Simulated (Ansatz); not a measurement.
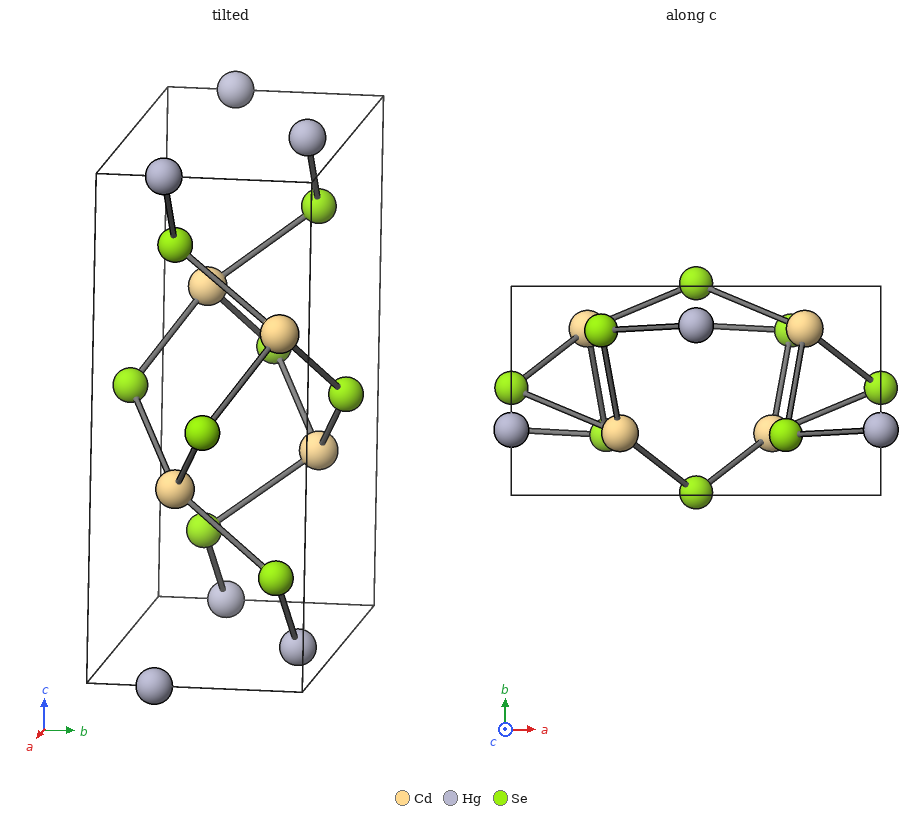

A ball-and-stick rendering, viewed slightly off an axis and along the c axis. Lines trace the edges of the conventional unit cell.

Cd$_{2}$HgSe$_{3}$, space group C2 (No. 5), a = 7.613 Å, b = 4.288 Å, c = 10.049 Å, α = 90.00°, β = 95.76°, γ = 90.00°. The structure comes from a structure type filled with these elements by a generator (whether the compound takes this form wasn't checked). Earlier steps of the study, as a rule a relaxation of our own, may have changed the cell and positions, so they can lie some per cent off the listed ones. It was run through Ansatz as a DFT input.

This one geometry was computed with Ansatz (DFT, plane waves, PAW) at three levels of theory: PBE, r2SCAN and PBE with spin-orbit coupling.

Question: Which level gives the highest pressure at this volume, and what does that say about its equilibrium volume?

Answer: Highest: PBE (0.0 GPa) and PBE with spin-orbit coupling (-0.2 GPa), which points to the largest equilibrium volume. Lowest, with the smallest volume: r2SCAN (-1.7 GPa). Levels within 0.5 GPa of each other can't be told apart.

Question: How does the band gap change with the level of theory?

Answer: PBE with spin-orbit coupling: a gap of 0.64 eV, indirect; PBE: a gap of 0.66 eV, indirect; r2SCAN: a gap of 0.97 eV, indirect.

Question: Collect the results in a table.

Answer:
| level | cutoff (eV) | k-mesh of the run's cell | gap (eV) | pressure (GPa) |
| --- | --- | --- | --- | --- |
| PBE | 420 | 8×8×4 | 0.66 | 0.0 |
| r2SCAN | 500 | 8×8×4 | 0.97 | -1.7 |
| PBE with spin-orbit coupling | 420 | 8×8×4 | 0.64 | -0.2 |

Gaps are taken on the k-mesh or band path of each run.
